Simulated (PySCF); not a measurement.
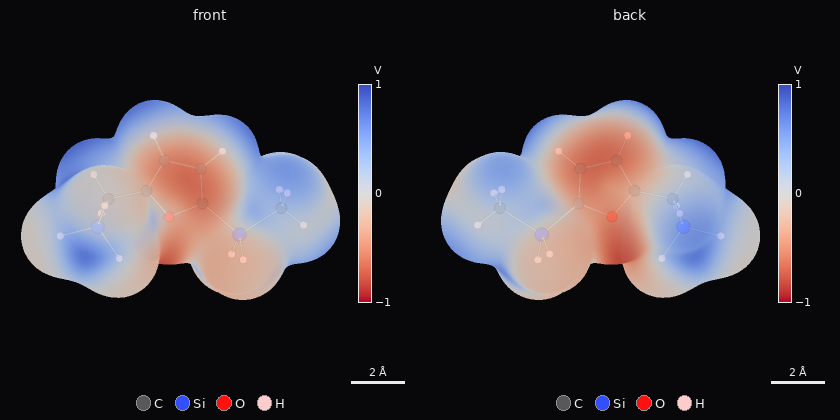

The picture shows: C₆H₁₂OSi₂ (SMILES C[SiH2]c1ccc(C[SiH3])o1). The electrostatic potential painted on the density surface at 0.001 e/bohr³, seen from the front and from behind; red is negative and blue positive.

Geometry: GFN2-xTB.

These are results of PBE0/pcSseg-1, SCF density, gas phase, non-relativistic in PySCF 2.14.0, not measurements.

```yaml
atoms:
  - { symbol: C, position_ang: [-3.8669, 0.0539, 0.6254] }
  - { symbol: Si, position_ang: [-2.2464, 1.0206, 0.8184] }
  - { symbol: C, position_ang: [-0.8648, 0.0169, 0.0566] }
  - { symbol: C, position_ang: [-0.7533, -1.2753, -0.3804] }
  - { symbol: C, position_ang: [0.5700, -1.4433, -0.8432] }
  - { symbol: C, position_ang: [1.1900, -0.2384, -0.6665] }
  - { symbol: C, position_ang: [2.5792, 0.2015, -0.9233] }
  - { symbol: Si, position_ang: [3.5354, 0.3708, 0.7252] }
  - { symbol: O, position_ang: [0.3322, 0.6431, -0.1182] }
  - { symbol: H, position_ang: [-3.8116, -0.9164, 1.1101] }
  - { symbol: H, position_ang: [-4.6941, 0.5966, 1.0717] }
  - { symbol: H, position_ang: [-4.1085, -0.1134, -0.4202] }
  - { symbol: H, position_ang: [-1.9655, 1.2509, 2.2441] }
  - { symbol: H, position_ang: [-2.3336, 2.3179, 0.1343] }
  - { symbol: H, position_ang: [-1.5303, -2.0131, -0.3758] }
  - { symbol: H, position_ang: [1.0061, -2.3301, -1.2575] }
  - { symbol: H, position_ang: [2.5634, 1.1654, -1.4337] }
  - { symbol: H, position_ang: [3.0638, -0.5183, -1.5809] }
  - { symbol: H, position_ang: [2.8206, 1.2907, 1.6071] }
  - { symbol: H, position_ang: [4.8703, 0.8893, 0.4173] }
  - { symbol: H, position_ang: [3.6352, -0.9522, 1.3437] }
```

> Where is the surface potential most negative and most positive?

The most negative region (about −0.8 V) lies over O9, the most positive (about +0.8 V) over Si8, H16 and H18.

> What dipole moment does the calculation give?

Its dipole moment is 1.09 D.
